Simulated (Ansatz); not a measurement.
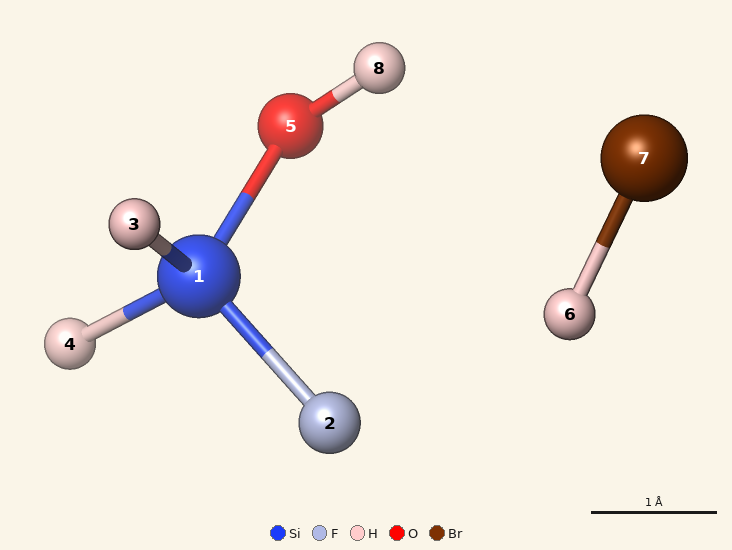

Orthographic view. Depth is shown by fading: the farther an atom, the more it takes the colour of the background. The geometry was computed by an optimisation with PBE0-D4/def2-TZVP.

List the bonded neighbours of every atom.

Si1: F2, H3, H4, O5
F2: Si1
H3: Si1
H4: Si1
O5: Si1, H8
H6: Br7
Br7: H6
H8: O5
